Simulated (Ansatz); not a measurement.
Species, as SMILES: [Al][Cl] (Al-Cl) (closed-shell singlet).
Atoms: Al1, Cl2. Bonds: Al1-Cl2.

Basis-set convergence of the highest harmonic wavenumber at CCSD(T) with Ansatz (a program for electronic structure). Each level at its own minimum, finite differences of forces, unscaled; the reference is a large set that could be run, not a limit. Cartesian d functions, on some or all atoms, in 6-31+G*; all else is spherical. Cores are frozen. No added dispersion term, no relativity. Reference: the value in pcseg-3, 484 cm⁻¹, itself unsure by roughly 6 cm⁻¹ (its mean distance from cc-pV(Q+d)Z, aug-pcseg-2, aug-cc-pV(T+d)Z). Deviations are taken from unrounded values. Cost is core time over that of 6-31+G*, rough, on shared machines of one kind; a dash marks a row that isn't timed (too short, read off another run, short of memory, by another algorithm or on other hardware).

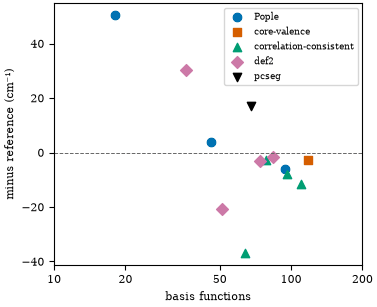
Figure. Deviation from the reference against the number of basis functions, by family of sets.

| basis | functions | highest harmonic wavenumber (cm⁻¹) | minus reference (cm⁻¹) | cost |
|---|---|---|---|---|
| STO-3G | 18 | 534 | 50 | - |
| def2-SVP | 36 | 514 | 30 | 0.5× |
| 6-31+G* | 46 | 488 | 4 | 1× |
| def2-SVPD | 51 | 463 | -21 | 1× |
| aug-cc-pV(D+d)Z | 64 | 447 | -37 | 2× |
| pcseg-2 | 68 | 501 | 17 | 2× |
| def2-TZVP | 74 | 481 | -3 | 3× |
| cc-pV(T+d)Z | 78 | 481 | -3 | 3× |
| def2-TZVPP | 84 | 482 | -2 | 4× |
| 6-311++G(3df,3pd) | 94 | 478 | -6 | 6× |
| jun-cc-pV(T+d)Z | 96 | 476 | -8 | 7× |
| aug-cc-pV(T+d)Z | 110 | 473 | -12 | 10× |
| cc-pCVTZ | 118 | 482 | -3 | 20× |
